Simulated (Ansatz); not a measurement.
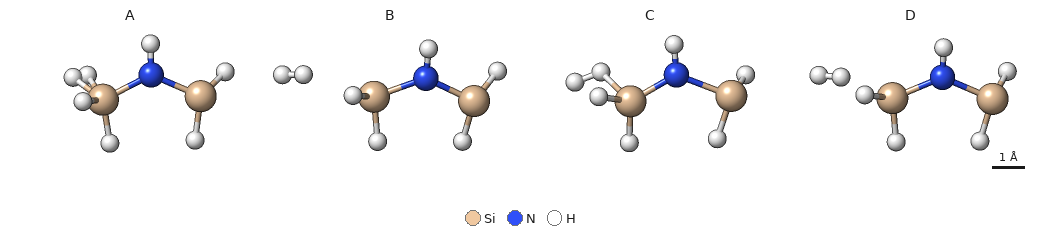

4 geometries from one relaxation of Si2NH7, in shuffled order. Style: ball-and-stick. Shown face on.

It is one of the separated reactants of a reaction.

Computed with Ansatz, RKS PBE-D4/def2-SVP. Set-up: force threshold 0.03 eV/Å; at most 250 steps.

> Order the frames from highest to lowest energy.

A, C, D, B. They are steps 0, 4, 8, 14, at +635.5 kJ/mol, +68.7 kJ/mol, +7.84 kJ/mol relative to the last. An H atom moves most after the best rigid fit: 1.93 Å. Largest moves by element: H 1.93 Å, N 0.58 Å, Si 0.46 Å. Among the contacts that change: H–Si 1.488 → 3.702 Å, H–Si 1.420 → 2.954 Å, H–H 0.497 → 0.774 Å, N–Si 1.726 → 1.758 Å. Bonds break: H–Si (1.42 → 2.95 Å), H–Si (1.49 → 3.70 Å). Bond angles that change, for instance: N–Si–H 112.6° → 109.5°, Si–N–Si 128.9° → 131.2°, H–Si–H 109.0° → 111.0°. The energy falls by 635.5 kJ/mol in 13 accepted moves (14 points after the start). Largest force component: 24 eV/Å at the start, 0.025 eV/Å at the end. The line search rejected the trial step at point 12 of the run. Cost: 26 s on 2 threads of Arm Neoverse V1, on a shared host.
